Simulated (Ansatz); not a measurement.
Cost and result by functional for the adsorption energy of CO on the 1x1 (0001) surface of hcp Ru, one in a 2x2 cell, started at the site 'bridge Ru-Ru (span 2.7 Å)', in Ansatz (plane waves, PAW). Single points on the PBE structure, on one kind of machine; costs are rough ratios of the slab run's core time (references not counted) to the cheapest single point. r2SCAN's cost holds its higher cutoff (500 against 420 eV). Differences are taken against r2SCAN for comparison alone: no measured value is at hand, so the table doesn't rank accuracy.

Set-up: 18 atoms, 6.3 Å thick at the start under the adsorbate (thin: gaps and levels are the slab's own); mesh 6x6x1; 0.1 eV smearing; dipole correction on; 8 atoms held, the rest relaxed; symmetry of the start imposed; no spin, no spin-orbit, no U, no dispersion correction. At the end it is bonded to 3 Ru. In PBE it is, or lies within 0.03 eV of, the lowest of the starts that converged. These notes are the PBE run's. Adsorption energies are against CO(g). A negative adsorption energy means that the adsorbate is more stable on the surface than in its reference.

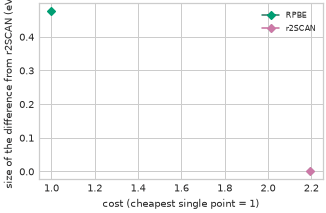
*Difference from r2SCAN against cost*

```
functional                     relative cost  adsorption energy (eV)  less r2SCAN (eV)
-----------------------------  -------------  ----------------------  ----------------
RPBE                                       1                   -1.49              0.48
r2SCAN                                     2                   -1.97              0.00
PBE (the relaxed run's value)              –                   -1.87              0.10
```

The values span 0.48 eV, while the single points' costs differ by a factor of roughly 2. Differences are of unrounded values.

Ansatz is a program for electronic structure.
